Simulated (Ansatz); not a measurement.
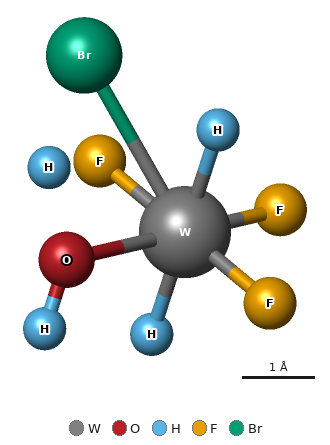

*The input geometry (ball-and-stick view, seen at a tilt). Sticks mark near contacts.*

Bond lengths as drawn: Br–W 2.87 Å, F–W 1.85 Å, H–O 1.01 Å, H–W 1.72 Å and O–W 2.29 Å.

Geometry relaxation of WH4BrOF3 (part 1 of 2)

System: WH4BrOF3.
Method: RKS B3LYP-D4/def2-SVP (Ansatz 0.2.0).

The input holds or restrains some coordinates. Forces given for the steps count only the free coordinates. It belongs to a series of runs on one base structure; here: pulled along the bonds that form and break, towards end A.

Input file
```yaml
crystal:
  periodic: [false, false, false]
  atoms:
    - { symbol: W, position_ang: [0.0, 0.0, 0.0] }
    - { symbol: O, position_ang: [0.0, 0.0, 2.29] }
    - { symbol: H, position_ang: [-0.9095, -0.2814, 2.6271] }
    - { symbol: H, position_ang: [1.72, 0.0, 0.0] }
    - { symbol: F, position_ang: [0.0, 1.85, 0.0] }
    - { symbol: H, position_ang: [-1.72, 0.0, 0.0] }
    - { symbol: F, position_ang: [0.0, -1.85, 0.0] }
    - { symbol: F, position_ang: [0.0, 0.0, -1.85] }
    - { symbol: Br, position_ang: [1.8861, 1.9648, 0.905] }
    - { symbol: H, position_ang: [0.9076, 0.9455, 2.1267] }
basis:
  gaussian: { orbitals: def2-SVP }
hamiltonian:
  xc: b3lyp
  dispersion: d4
relax:
  f_tol: 0.15
  max_steps: 25
  restrain:
    - { distance: [0, 8], at: 3.77, k: 30.0 }
    - { distance: [9, 1], at: 2.21, k: 30.0 }
    - { distance: [0, 1], at: 1.94, k: 30.0 }
    - { distance: [9, 8], at: 1.55, k: 30.0 }
output:
  orbitals: {}
```

Launched with:
```bash
ansatz run input.yaml --threads 4 --pin off --max-ram 5120MiB --backend cpu --events-out ev --progress --plain --runs-dir out
```

Log
```
The last accepted step is kept in [file] (removed where the run ends without a failure and the disk answers)
Engine: ansatz 0.2.0, aarch64-unknown-linux-gnu
Functional definition: B3LYP
  parameter a0 = 0.2
  parameter ax = 0.72
  parameter ac = 0.81
  exchange = (1 - a0 - ax)*slater_x + ax*b88_x + a0*exact_x
  correlation = (1 - ac)*vwn_rpa_c + ac*lyp_c
1456 factors; integrals over basis functions are off by at most 3.8e-4 eV
mean field evaluation 1: about -82104.0783 eV, gradient 8.1e1 eV
mean field evaluation 2: about -81863.3885 eV, gradient 3.0e2 eV
mean field evaluation 4: about -82110.8038 eV, gradient 5.3e1 eV
mean field evaluation 8: about -82117.1910 eV, gradient 2.8e0 eV
mean field evaluation 16: about -82117.2870 eV, gradient 2.2e-2 eV
mean field evaluation 32: about -82115.7890 eV, gradient 1.8e1 eV
mean field -82117.28698652 eV, -3017.7546356584 hartree, gradient 4.5e-5 eV, S^2 0.000000; 2 other end points of the search recorded, 0 dependent functions left out
the calculation of the forces begins
reference -82117.28730897 eV, -3017.7546475083 hartree; 44, 44 occupied and 96, 96 virtual orbitals, 1456 factors
relax step   1: F+E_penalty+E_count = -82117.71297881 eV  Δ(F+E_penalty+E_count) = +0.000e0 eV  max|allowed force component| = 6.415e0 eV/Å  E_restraint = 27.36507657 eV  max|allowed force component, restraints' pulls added| = 2.404e1 eV/Å  Δτ_max = 0.0000 Å  (73 SCF iters, accepted)
  distance W 0 - Br 8 = 2.8700 Å
  distance H 9 - O 1 = 1.3207 Å
  distance W 0 - O 1 = 2.2900 Å
  distance H 9 - Br 8 = 1.8679 Å
these checks for a lower state are left out or cut short: starts, cluster_reference, orbital_swaps, neighbouring_geometries, increment
1456 factors; integrals over basis functions are off by at most 5.2e-4 eV
mean field -82118.57562780 eV, -3017.8019923519 hartree, gradient 2.2e-5 eV, S^2 0.000000; 0 other end points of the search recorded, 0 dependent functions left out
[... from here on the field's lines of each further geometry are left out, up to the last ...]
relax step   2: F+E_penalty+E_count = -82118.99468936 eV  Δ(F+E_penalty+E_count) = -1.282e0 eV  max|allowed force component| = 5.202e0 eV/Å  E_restraint = 13.01459350 eV  max|allowed force component, restraints' pulls added| = 1.802e1 eV/Å  Δτ_max = 0.1949 Å  (62 SCF iters, accepted)
relax step   3: F+E_penalty+E_count = -82120.20334557 eV  Δ(F+E_penalty+E_count) = -1.209e0 eV  max|allowed force component| = 3.859e0 eV/Å  E_restraint = 4.15443231 eV  max|allowed force component, restraints' pulls added| = 9.626e0 eV/Å  Δτ_max = 0.1948 Å  (56 SCF iters, accepted)
relax step   4: F+E_penalty+E_count = -82121.56730851 eV  Δ(F+E_penalty+E_count) = -1.364e0 eV  max|allowed force component| = 3.163e0 eV/Å  E_restraint = 0.45038120 eV  max|allowed force component, restraints' pulls added| = 3.546e0 eV/Å  Δτ_max = 0.1926 Å  (53 SCF iters, accepted)
relax step   5: F+E_penalty+E_count = -82122.62200476 eV  Δ(F+E_penalty+E_count) = -1.055e0 eV  max|allowed force component| = 1.463e0 eV/Å  E_restraint = 0.05107007 eV  max|allowed force component, restraints' pulls added| = 1.534e0 eV/Å  Δτ_max = 0.1936 Å  (41 SCF iters, accepted)
relax step   6: F+E_penalty+E_count = -82122.91709849 eV  Δ(F+E_penalty+E_count) = -2.951e-1 eV  max|allowed force component| = 1.206e0 eV/Å  E_restraint = 0.05702671 eV  max|allowed force component, restraints' pulls added| = 7.658e-1 eV/Å  Δτ_max = 0.1950 Å  (42 SCF iters, accepted)
relax step   7: F+E_penalty+E_count = -82123.11992538 eV  Δ(F+E_penalty+E_count) = -2.028e-1 eV  max|allowed force component| = 1.199e0 eV/Å  E_restraint = 0.05133675 eV  max|allowed force component, restraints' pulls added| = 5.140e-1 eV/Å  Δτ_max = 0.1999 Å  (40 SCF iters, accepted)
relax step   8: F+E_penalty+E_count = -82123.26244361 eV  Δ(F+E_penalty+E_count) = -1.425e-1 eV  max|allowed force component| = 1.187e0 eV/Å  E_restraint = 0.06695215 eV  max|allowed force component, restraints' pulls added| = 6.916e-1 eV/Å  Δτ_max = 0.1964 Å  (40 SCF iters, accepted)
relax step   9: F+E_penalty+E_count = -82123.32152826 eV  Δ(F+E_penalty+E_count) = -5.908e-2 eV  max|allowed force component| = 1.194e0 eV/Å  E_restraint = 0.05435291 eV  max|allowed force component, restraints' pulls added| = 7.266e-1 eV/Å  Δτ_max = 0.1710 Å  (40 SCF iters, accepted)
relax step  10: F+E_penalty+E_count = -82123.46386281 eV  Δ(F+E_penalty+E_count) = -1.423e-1 eV  max|allowed force component| = 1.210e0 eV/Å  E_restraint = 0.04822350 eV  max|allowed force component, restraints' pulls added| = 7.339e-1 eV/Å  Δτ_max = 0.1991 Å  (39 SCF iters, accepted)
relax step  11: F+E_penalty+E_count = -82123.47673126 eV  Δ(F+E_penalty+E_count) = -1.287e-2 eV  max|allowed force component| = 1.542e0 eV/Å  E_restraint = 0.02508032 eV  max|allowed force component, restraints' pulls added| = 1.673e0 eV/Å  Δτ_max = 0.1950 Å  (39 SCF iters, accepted)
relax step  12: F+E_penalty+E_count = -82123.52062060 eV  Δ(F+E_penalty+E_count) = -4.389e-2 eV  max|allowed force component| = 1.647e0 eV/Å  E_restraint = 0.01783572 eV  max|allowed force component, restraints' pulls added| = 1.787e0 eV/Å  Δτ_max = 0.1709 Å  (34 SCF iters, accepted)
relax step  13: F+E_penalty+E_count = -82123.51310119 eV  Δ(F+E_penalty+E_count) = +7.519e-3 eV  max|allowed force component| = 1.434e0 eV/Å  E_restraint = 0.02789912 eV  max|allowed force component, restraints' pulls added| = 1.067e0 eV/Å  Δτ_max = 0.2000 Å  (40 SCF iters, rejected (line search))
relax step  14: F+E_penalty+E_count = -82123.60915841 eV  Δ(F+E_penalty+E_count) = -8.854e-2 eV  max|allowed force component| = 1.241e0 eV/Å  E_restraint = 0.04061534 eV  max|allowed force component, restraints' pulls added| = 2.593e-1 eV/Å  Δτ_max = 0.0969 Å  (34 SCF iters, accepted)
relax step  15: F+E_penalty+E_count = -82123.60852394 eV  Δ(F+E_penalty+E_count) = +6.345e-4 eV  max|allowed force component| = 1.274e0 eV/Å  E_restraint = 0.03887558 eV  max|allowed force component, restraints' pulls added| = 4.402e-1 eV/Å  Δτ_max = 0.0343 Å  (32 SCF iters, accepted)
the calculation of the forces begins
reference -82123.23152175 eV, -3017.9730932987 hartree; 44, 44 occupied and 96, 96 virtual orbitals, 1458 factors
relax step  16: F+E_penalty+E_count = -82123.61220971 eV  Δ(F+E_penalty+E_count) = -3.686e-3 eV  max|allowed force component| = 1.294e0 eV/Å  E_restraint = 0.03721650 eV  max|allowed force component, restraints' pulls added| = 1.037e-1 eV/Å  Δτ_max = 0.0191 Å  (34 SCF iters, accepted)
  distance W 0 - Br 8 = 3.7719 Å
  distance H 9 - O 1 = 2.2096 Å
  distance W 0 - O 1 = 1.9290 Å
  distance H 9 - Br 8 = 1.5015 Å
1458 factors; integrals over basis functions are off by at most 7.2e-4 eV
mean field evaluation 160: about -82111.6693 eV, gradient 8.0e1 eV
```

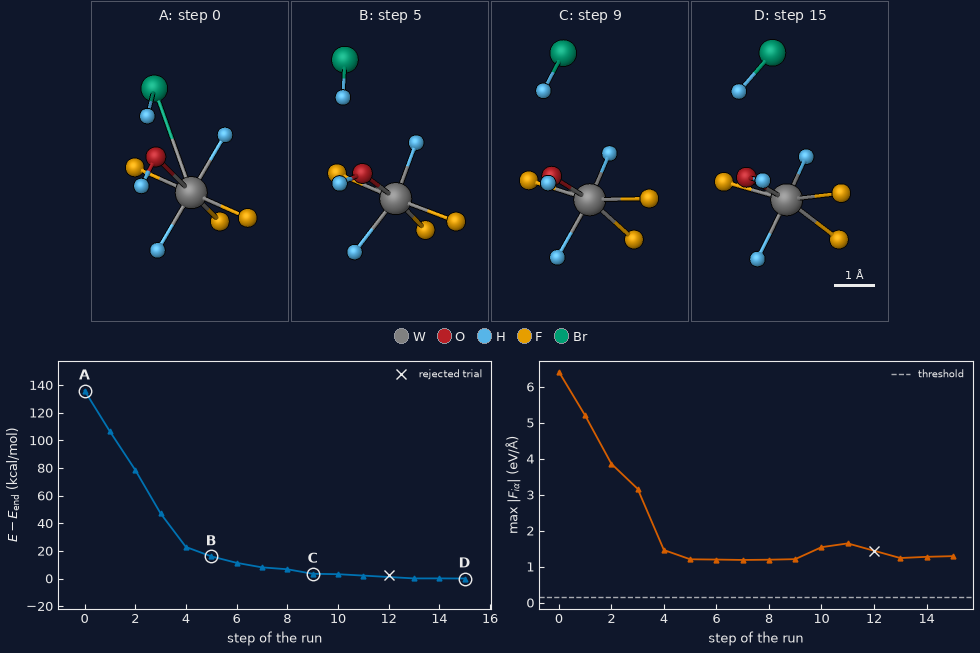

*Frames of the restrained relaxation (ball-and-stick view, seen at a tilt) above the curves, on which the letters mark them (the first geometry is step 0 here and step 1 in the log).*

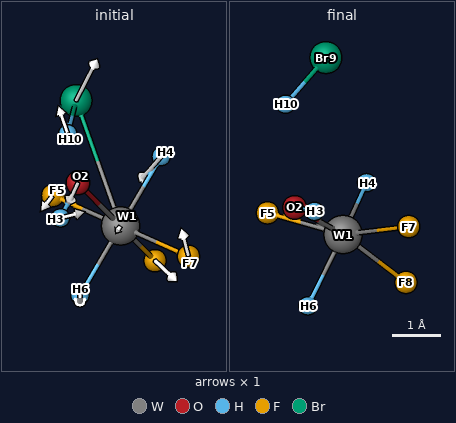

*Before (left) and after (right) the restrained relaxation, at one scale (ball-and-stick view, seen at a tilt). The white arrows give the displacements, at true length.*

Over 15 geometry steps the energy falls by 136.0 kcal/mol. Largest force component: 6.4 eV/Å at the start, 1.3 eV/Å at the end. The line search rejected the trial step at point 12 (counted from 0) and went back. The largest move after the best rigid fit is that of Br9, 1.44 Å. Largest moves by element: Br 1.44 Å, H 1.19 Å, F 0.93 Å, O 0.70 Å, W 0.22 Å. Distances before and after: W1–Br9 2.870 → 3.772 Å, Br9–H10 1.868 → 1.501 Å, W1–O2 2.290 → 1.929 Å, O2–H3 1.010 → 0.972 Å. Bonds break: W1–Br9 (2.87 → 3.77 Å). Among the angles that change: H4–W1–H6 180.0° → 127.5°, O2–W1–H4 90.0° → 121.7°, F5–W1–F8 90.0° → 121.2°. (Atoms are counted from 1 in the order of the input.)

```
mean field -82123.23118549 eV, -3017.9730809414 hartree, gradient 2.5e-5 eV, S^2 0.000000; 1 other end points of the search recorded, 0 dependent functions left out
the calculation of the forces begins
reference -82123.23152175 eV, -3017.9730932987 hartree; 44, 44 occupied and 96, 96 virtual orbitals, 1458 factors
Total energy: -82123.61254597 eV, -3017.9870956804 hartree
Atom 0 at    -0.206196     0.021906    -0.046805 Å, force    -0.142095    -0.035200     0.301003 eV/Å
Atom 1 at    -0.477669     0.230793     1.851575 Å, force     0.068826    -0.132932    -0.277190 eV/Å
Atom 2 at    -0.465202    -0.572253     2.399448 Å, force     0.003980     0.085834    -0.047463 eV/Å
Atom 3 at     1.150616     0.665889    -0.826102 Å, force    -0.008423     0.064640     0.004053 eV/Å
Atom 4 at    -0.505795     1.871760    -0.009105 Å, force     0.057368     0.008394    -0.019035 eV/Å
Atom 5 at    -1.822961     0.142880    -0.526193 Å, force    -0.005739    -0.019987    -0.027126 eV/Å
Atom 6 at     0.455413    -1.636142     0.562767 Å, force     0.006413    -0.002939     0.029970 eV/Å
Atom 7 at    -0.250329    -0.935288    -1.657913 Å, force    -0.013771     0.018699     0.009883 eV/Å
Atom 8 at     2.692438     1.471849     1.882707 Å, force    -1.260107    -0.087792     0.579428 eV/Å
Atom 9 at     1.313885     1.367504     2.468421 Å, force     1.293547     0.101284    -0.553523 eV/Å
Dipole moment:    -0.182851    -0.140012     0.354291 e Å
```

Trajectory as extended XYZ (Å, eV, eV/Å), 11 of the 16 frames kept, from step=1 to step=16
```
10
Properties=species:S:1:pos:R:3:forces:R:3 step=1 energy=-82117.71298
W     0.0000    0.0000    0.0000    0.8585   2.0258   3.9864
O     0.0000    0.0000    2.2900    0.0109   0.1394  -3.0408
H    -0.9095   -0.2814    2.6271    1.6100   1.0999   0.0407
H     1.7200    0.0000    0.0000    1.6673  -1.6442  -1.9749
F     0.0000    1.8500    0.0000   -6.4149   0.2951  -3.1806
H    -1.7200    0.0000    0.0000   -1.4108  -1.0795  -0.8323
F     0.0000   -1.8500    0.0000   -0.1463  -0.3582   0.6635
F     0.0000    0.0000   -1.8500    0.0108   0.3729  -0.1238
Br    1.8861    1.9648    0.9050    5.0265  -0.5883   4.2500
H     0.9076    0.9455    2.1267   -1.2120  -0.2628   0.2118
```
